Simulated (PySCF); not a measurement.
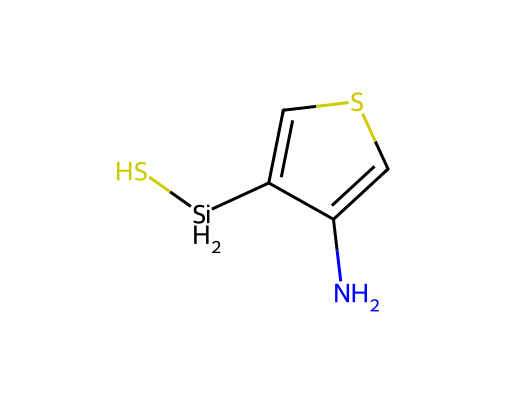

2D structure.

Transcribe the drawing into SMILES.

Nc1cscc1[SiH2]S

Give the formula, hydrogens included.

C4H7NS2Si.

An optimisation with GFN2-xTB gave a structure of which point group?

C1. Other conformers may differ.

The parts below concern this one geometry. Atoms keep their numbers from picture to picture. Computed geometry: GFN2-xTB optimisation. No frequency run is at hand to confirm it as a minimum.

Geometry

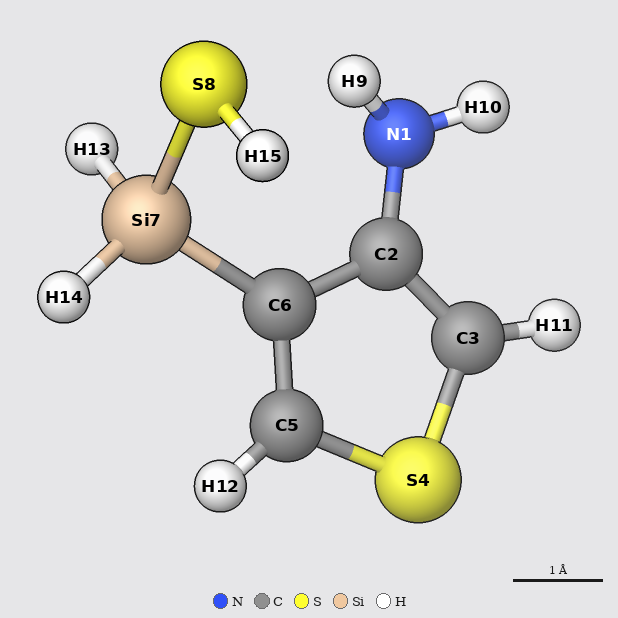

Atoms carry their numbers in the input. No frequency run is at hand to confirm it as a minimum.

What is the geometry at S4?

S4 has 2 neighbours (C3 at 1.72, C5 at 1.71 Å); the arrangement is bent.

What is the geometry at C3?

C3 has 3 neighbours (C2 at 1.36, S4 at 1.72, H11 at 1.07 Å); the arrangement is trigonal planar.

What is the geometry at C2?

C2 has 3 neighbours (N1 at 1.38, C3 at 1.36, C6 at 1.44 Å); the arrangement is trigonal planar.

How are the neighbours of atom 8 arranged?

S8 has 2 neighbours (Si7 at 2.17, H15 at 1.33 Å); the arrangement is bent.

What is the dihedral angle S4–C5–C6–Si7?

179° in size, that is anti.

Dipole moment

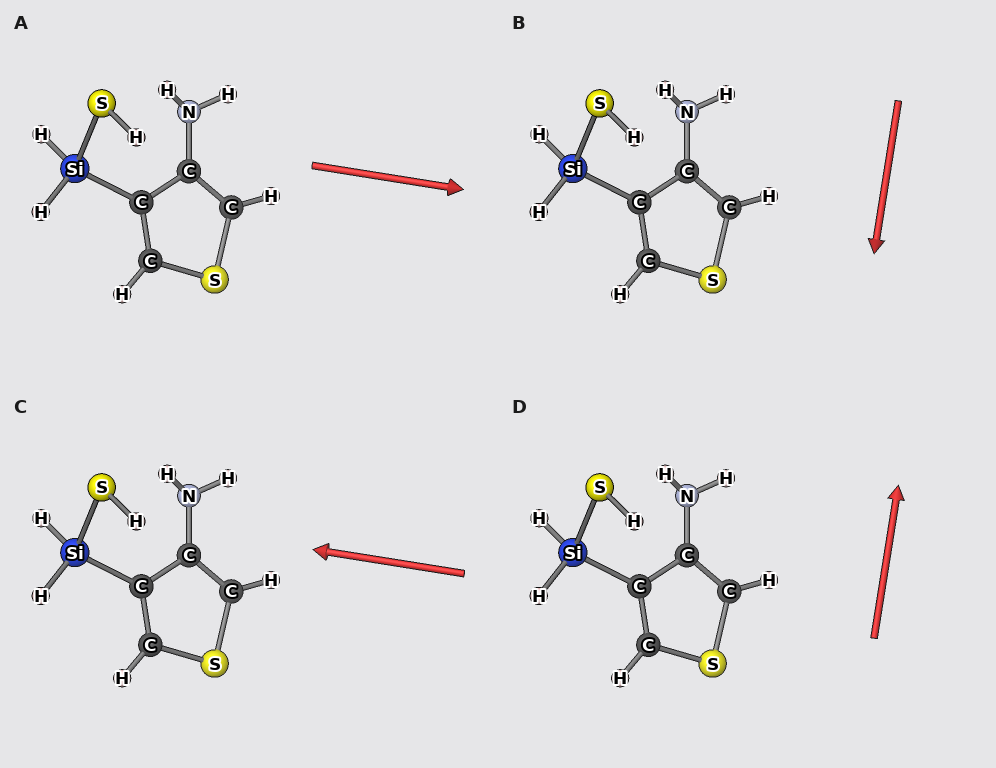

The same molecule four times, each with an arrow. No frequency run is at hand to confirm it as a minimum. Level of theory: PBE0/def2-SVPD, gas phase (PySCF 2.14.0).

Which arrow points along the dipole moment, from the negative to the positive end?

A. The dipole moment is 0.77 D.

Polarisability

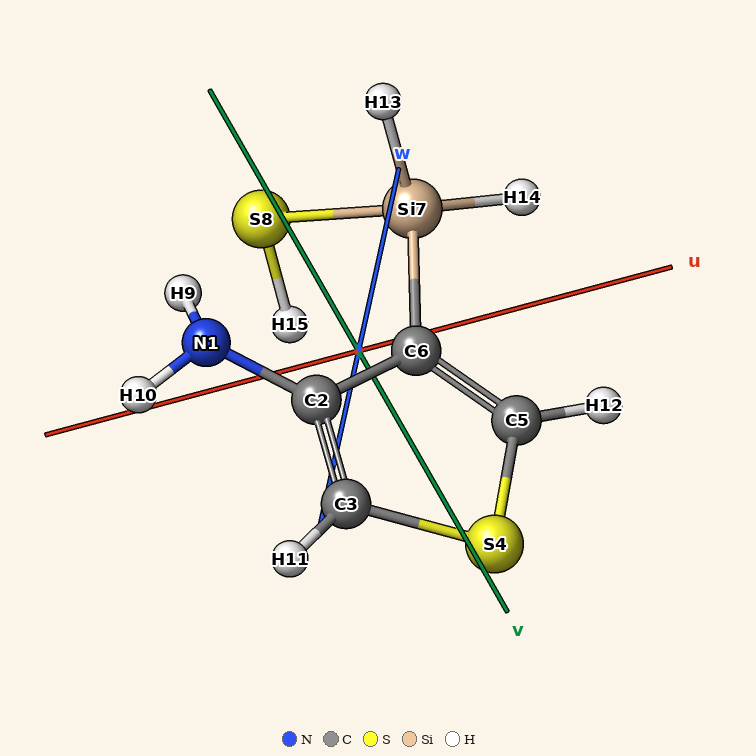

The lines u, v and w are the principal axes of the static dipole polarisability. No frequency run is at hand to confirm it as a minimum. Level of theory: PBE0/def2-SVPD (PySCF 2.14.0).

Along which axis is the molecule most polarisable, and along which least?

Most along v (close to the long direction S4···S8), least along w.

Give the three principal values.

u 117.2, v 156.8, w 89.0 bohr³; mean 121.0, anisotropy 59.0 bohr³.

Excitation

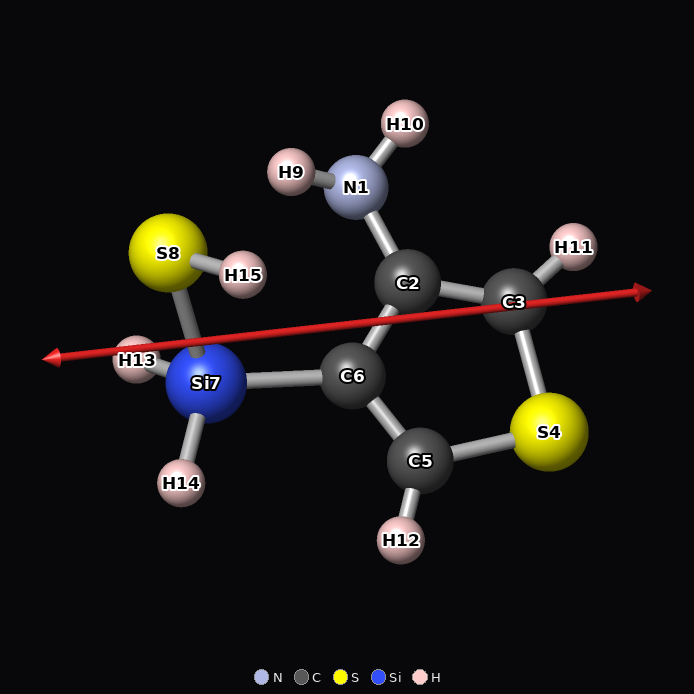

The double arrow shows the direction of the transition dipole to excited singlet state 1 (its length means nothing). No frequency run is at hand to confirm it as a minimum. Properties computed with TDDFT PBE0/def2-SVPD, vertical, gas phase, core orbitals frozen in the response (PySCF 2.14.0).

How is the transition polarised?

Nearly parallel to the S4–C5 bond.

Where does the transition lie, and how strong is it?

4.44 eV (279 nm), oscillator strength 0.053, mainly HOMO → LUMO (weight 0.96); transition dipole 1.78 D.

The geometry is semi-empirical. Around Si such bond lengths and angles can be off by a tenth of an ångström or more and by several degrees, and values that hang on the shape move with them.
